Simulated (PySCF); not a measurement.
## Run report: B13N13H16, NMR shielding calculation

System: B13N13H16.
Method: GIAO KT3/pcSseg-1 NMR shielding, non-relativistic, gas phase (PySCF 2.14.0).

The geometry comes from this level: GFN2-xTB. Figures and captions count atoms from 1; the log counts them from 0 in places.

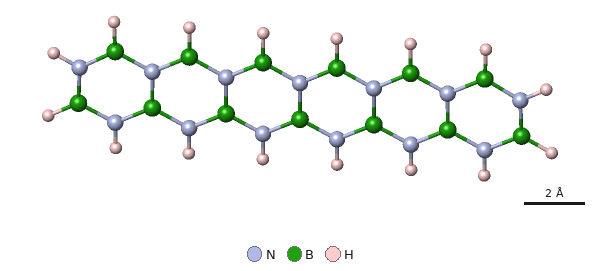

Fig. 1: The structure as given in the input (ball-and-stick view, seen at a tilt).

The input
```
{"job": {"kind": "nmr", "xc": "KT3", "basis": "pcSseg-1", "pop": false}, "charge": 0, "multiplicity": 1}
N      4.981648     0.713414    -0.000852
B      3.733234     1.412372    -0.001559
N      2.490820     0.703178    -0.000347
B      2.492735    -0.741512    -0.000101
N      3.741556    -1.426015     0.000541
B      4.983679    -0.729598    -0.000145
N     -4.981908     0.712839     0.001007
B     -6.234486     1.410048     0.000470
N     -7.434390     0.659907     0.000613
B     -7.474418    -0.759071     0.000345
N     -6.232383    -1.428090     0.000104
B     -4.983871    -0.730180     0.001414
N     -0.000202     0.698735    -0.000566
B     -1.244287     1.404634    -0.000070
N     -2.491202     0.702560     0.000948
B     -2.492954    -0.742206     0.001669
N     -1.247609    -1.433965     0.001717
B     -0.000119    -0.746109     0.000126
B      1.243726     1.404925    -0.001238
N      1.247573    -1.433557     0.000086
N      7.434340     0.660645    -0.001249
B      6.234280     1.410634    -0.002040
N      6.232277    -1.427440     0.000705
B      7.474306    -0.758377     0.000173
B     -3.733583     1.411901     0.001262
N     -3.741775    -1.426697     0.002213
H      3.729450     2.583231    -0.002446
H      3.749050    -2.435344     0.000439
H     -6.273981     2.582428    -0.000456
H     -8.308076     1.163650     0.000165
H     -8.492729    -1.344882     0.000170
H     -6.214470    -2.436598    -0.000559
H     -1.241378     2.575307    -0.000485
H     -1.251466    -2.442951     0.002822
H      1.240345     2.575530    -0.001300
H      1.251796    -2.442532     0.000506
H      8.308037     1.164473    -0.001408
H      6.273986     2.583055    -0.002708
H      6.214740    -2.435981     0.002082
H      8.492605    -1.344285     0.001061
H     -3.729949     2.582877     0.000998
H     -3.749120    -2.436037     0.002513
```

The first line tells a small driver script what to run in PySCF; the rest is the geometry in Å.

Run as:
```bash
OMP_NUM_THREADS=2 python <driver script> task.json out
```

Output
```
start: PBE on a coarse grid of 35841 points
cycle   1  E = -1043.7109116610  dE =  4.002e+00  |g| = 1.339e+00  |ddm| = 6.409e+00
cycle   2  E = -1042.9978110293  dE =  7.131e-01  |g| = 2.237e+00  |ddm| = 2.848e+00
cycle   3  E = -1044.1083183236  dE = -1.111e+00  |g| = 2.310e-01  |ddm| = 1.920e+00
cycle   4  E = -1044.1210256917  dE = -1.271e-02  |g| = 7.398e-02  |ddm| = 2.442e-01
cycle   5  E = -1044.1220351716  dE = -1.009e-03  |g| = 2.811e-02  |ddm| = 6.060e-02
cycle   6  E = -1044.1222003837  dE = -1.652e-04  |g| = 9.649e-03  |ddm| = 3.235e-02
final grid: 335994 points
cycle   7  E = -1062.2863871663  dE = -5.272e-02  |g| = 1.511e-01  |ddm| = 5.617e-01
cycle   8  E = -1062.2778322600  dE =  8.555e-03  |g| = 2.501e-01  |ddm| = 2.624e-01
cycle   9  E = -1062.2913087513  dE = -1.348e-02  |g| = 1.494e-02  |ddm| = 1.644e-01
cycle  10  E = -1062.2913606725  dE = -5.192e-05  |g| = 5.385e-03  |ddm| = 1.966e-02
cycle  11  E = -1062.2913662954  dE = -5.623e-06  |g| = 1.995e-03  |ddm| = 5.064e-03
cycle  12  E = -1062.2913678804  dE = -1.585e-06  |g| = 4.855e-04  |ddm| = 1.910e-03
cycle  13  E = -1062.2913661663  dE =  1.714e-06  |g| = 1.560e-04  |ddm| = 4.720e-04
cycle  14  E = -1062.2913688098  dE = -2.644e-06  |g| = 5.287e-05  |ddm| = 1.574e-04
converged SCF energy = -1062.2913688098

GIAO shielding tensors (ppm)
atom      isotropic    diamagn.    paramagn.     s11        s22        s33       span
  0 N      107.156     332.633    -225.478     20.322     34.839    266.307    245.985
  1 B       66.434     200.429    -133.995     50.637     52.617     96.048     45.411
  2 N      106.133     343.516    -237.383     21.437     33.306    263.656    242.218
  3 B       80.339     203.780    -123.441     60.588     78.091    102.338     41.750
  4 N      162.496     334.448    -171.951    101.753    189.000    196.736     94.983
  5 B       81.033     200.365    -119.332     62.737     75.043    105.318     42.581
  6 N      107.142     332.638    -225.496     20.322     34.797    266.308    245.987
  7 B       72.583     194.918    -122.335     50.408     61.154    106.186     55.778
  8 N      124.736     316.210    -191.474     -8.174    160.130    222.253    230.427
  9 B       77.127     193.560    -116.433     52.094     67.005    112.281     60.187
 10 N      142.563     326.642    -184.079     43.542    174.376    209.771    166.229
 11 B       81.031     200.357    -119.326     62.739     75.038    105.316     42.577
 12 N      106.186     346.177    -239.990     21.818     33.377    263.364    241.546
 13 B       66.068     201.783    -135.715     50.682     51.980     95.542     44.860
 14 N      106.110     343.517    -237.407     21.428     33.280    263.622    242.194
 15 B       80.337     203.781    -123.444     60.575     78.104    102.334     41.758
 16 N      163.388     339.218    -175.830    103.074    189.741    197.349     94.275
 17 B       80.317     204.302    -123.985     60.551     78.313    102.089     41.538
 18 B       66.070     201.783    -135.712     50.689     51.973     95.549     44.860
 19 N      163.373     339.216    -175.843    103.050    189.740    197.330     94.280
 20 N      124.711     316.220    -191.510     -8.217    160.125    222.224    230.440
 21 B       72.579     194.904    -122.325     50.404     61.149    106.185     55.781
 22 N      142.567     326.631    -184.064     43.551    174.384    209.767    166.216
 23 B       77.122     193.553    -116.431     52.086     67.006    112.276     60.190
 24 B       66.431     200.430    -133.999     50.631     52.628     96.034     45.403
 25 N      162.499     334.454    -171.955    101.758    188.994    196.745     94.987
 26 H       26.534      35.081      -8.547     22.878     27.781     28.942      6.065
 27 H       28.220      38.270     -10.051     21.605     30.242     32.812     11.207
 28 H       26.881      28.354      -1.473     23.668     28.307     28.667      4.999
 29 H       25.980      17.262       8.719     21.957     25.540     30.444      8.486
 30 H       27.240      20.814       6.426     24.277     27.505     29.938      5.661
 31 H       27.098      30.309      -3.211     21.756     28.332     31.207      9.451
 32 H       26.480      37.408     -10.928     22.677     27.730     29.031      6.354
 33 H       28.266      40.563     -12.298     21.388     30.596     32.813     11.425
 34 H       26.481      37.407     -10.926     22.679     27.731     29.032      6.353
 35 H       28.266      40.566     -12.300     21.388     30.598     32.812     11.424
 36 H       25.978      17.264       8.714     21.957     25.538     30.440      8.483
 37 H       26.880      28.352      -1.472     23.667     28.308     28.665      4.997
 38 H       27.098      30.307      -3.210     21.755     28.330     31.209      9.454
 39 H       27.239      20.813       6.427     24.276     27.505     29.937      5.661
 40 H       26.532      35.080      -8.548     22.876     27.779     28.940      6.065
 41 H       28.219      38.270     -10.051     21.605     30.240     32.812     11.207
```

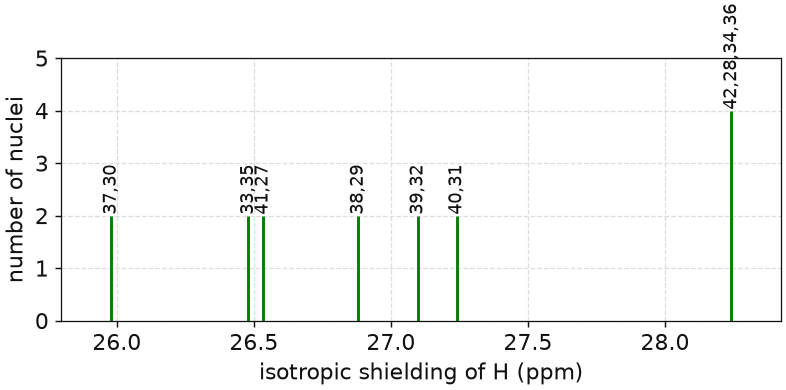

Fig. 2: Isotropic shieldings of the hydrogen nuclei in this fixed geometry, labelled by atom number; shielding grows to the right, so chemical shift grows to the left. The least shielded is H37 (26.0 ppm), the most shielded H36 (28.3 ppm).

Key numbers

| quantity | value |
| --- | --- |
| outcome | converged |
| total energy | −1062.291369 hartree |
| HOMO | −5.97 eV |
| LUMO | −1.17 eV |
| dipole moment | 6.63 D |
| isotropic shielding, N | 106.1 to 163.4 ppm |
| isotropic shielding, B | 66.1 to 81.0 ppm |
| isotropic shielding, H | 26.0 to 28.3 ppm |
| hardware | 2 CPU threads, shared host |
| wall time | 53 s (CPU time 97 s) |
| peak memory | 1.2 GiB |
